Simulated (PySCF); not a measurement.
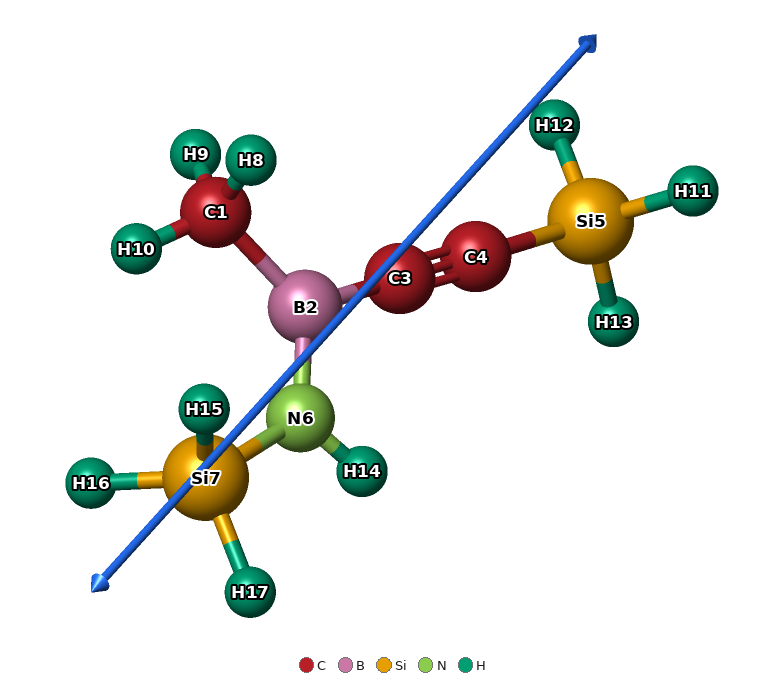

The double arrow shows the direction of the transition dipole to excited singlet state 4 (its length means nothing). Computed geometry: GFN2-xTB optimisation. No frequency run is at hand to confirm it as a minimum. Properties computed with TDDFT ωB97X-D/def2-SVPD, vertical, gas phase, core orbitals frozen in the response (PySCF 2.14.0).

> How is the transition polarised?

Close to the long direction Si5···Si7.

> Give its energy, strength and character.

6.98 eV (178 nm), oscillator strength 0.47, mainly HOMO−2 → LUMO (weight 0.53); transition dipole 4.19 D.

The geometry is semi-empirical. Around B, Si such bond lengths and angles can be off by a tenth of an ångström or more and by several degrees, and values that hang on the shape move with them.
